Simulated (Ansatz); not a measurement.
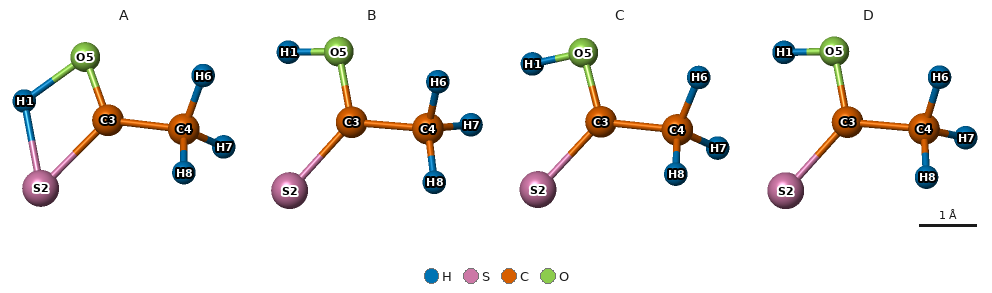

4 geometries from a converged minimum-energy path of C2H4OS, shuffled. A ball-and-stick model, seen at a tilt.

Theory: Ansatz, RKS PBE/def2-mTZVP. Settings: 7 movable images; climbing image; force threshold 0.03 eV/Å; iteration limit 60; starting path through a guess of the saddle point.

Question: One of them is the converged climbing image. Which?

Answer: A. In order along the path, whose images run from 0 to 8: A (image 4, +27.4 kcal/mol), C (image 6, +5.5 kcal/mol), D (image 7, +3.5 kcal/mol), B (image 8, +3.4 kcal/mol). A hydrogen atom shifts from one atom to another. Breaking: H1–S2 (1.36 → 1.67 at the top → 2.56 Å). Forming: H1–O5 (2.59 → 1.37 at the top → 0.99 Å).

Cost: 49 s on 2 threads of INTEL(R) XEON(R) PLATINUM 8581C CPU @ 2.30GHz (Emerald Rapids) (shared host), peak memory 0.18 GiB.
